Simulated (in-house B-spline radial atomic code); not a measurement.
# W²⁹⁺: ionisation energy by several methods

Aim: the ionisation energy of W²⁹⁺ by several methods, each as the difference of two self-consistent energies (W²⁹⁺ and the next ion, [Kr] 4d8).

The numbers are computed with in-house B-spline radial atomic code version 1 (Dirac-Coulomb, several functionals; spherical all-electron atom at the radial basis limit), except any that are marked as measured or tabulated.

## Step 1: The system

| Quantity | Value |
| --- | --- |
| element | tungsten (Z = 74) |
| charge | +29 |
| electrons | 45 |
| configuration | [Kr] 4d9 |
| nucleus | Fermi, rms radius 5.366 fm |

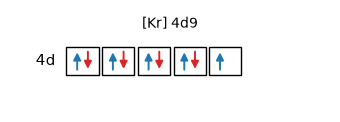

Outer shells as boxes.

The boxes only draw the filling; these runs are spin-restricted and spherical.

## Step 2: BLYP

The run's settings:

```ini
Z = 74
electrons = 45.0
configuration = [Kr] 4d9
hamiltonian = dirac
method = b88,lyp
spin_polarised = False
nucleus = fermi
rms_radius = 5.3658
mass_number = 184
atomic_mass = 183.95093318
speed_of_light = 137.035999084
```

## Step 3: OLYP

Settings: those of step 2 with these lines changed.

```diff
@@ -4,3 +4,3 @@
 hamiltonian = dirac
-method = b88,lyp
+method = optx,lyp
 spin_polarised = False
```

## Step 4: AM05

Settings: those of step 3 with these lines changed.

```diff
@@ -4,3 +4,3 @@
 hamiltonian = dirac
-method = optx,lyp
+method = am05
 spin_polarised = False
```

## Step 5: PBEsol

Settings: those of step 4 with these lines changed.

```diff
@@ -4,3 +4,3 @@
 hamiltonian = dirac
-method = am05
+method = pbesol
 spin_polarised = False
```

Before running: The tabulated ionisation energy is 1180 ± 1.4 eV (semi-empirical; NIST Atomic Spectra Database). What does each method give, and which comes nearest?

**Answer**, as computed:

| method | rung | total energy (hartree) | ΔSCF (eV) | with Breit, QED, recoil (eV) | −ε highest (eV) | corrected ΔSCF less tabulated (eV) |
| --- | --- | --- | --- | --- | --- | --- |
| BLYP | GGA | -15757.0124 | 1185.64 | 1185.08 | 1153.59 (4d5/2) | +5.08 |
| OLYP | GGA | -15760.7371 | 1188.45 | 1187.89 | 1156.37 (4d5/2) | +7.89 |
| AM05 | GGA | -15746.7337 | 1185.80 | 1185.24 | 1153.74 (4d5/2) | +5.24 |
| PBEsol | GGA | -15751.1331 | 1185.82 | 1185.26 | 1153.77 (4d5/2) | +5.26 |

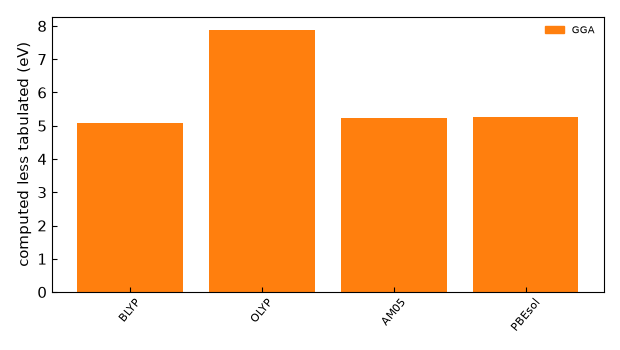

Error of each method against the tabulated value; one colour a rung.

What this shows: The tabulated ionisation energy is 1180 ± 1.4 eV (semi-empirical; NIST Atomic Spectra Database). BLYP comes nearest (+5.08 eV) and OLYP is farthest (+7.89 eV, 0.67 %). All methods miss on the same side by much the same amount, which points to something that they share. Open shells are averaged (over orientations, and over spins where the run is restricted), while tables refer to the lowest levels.
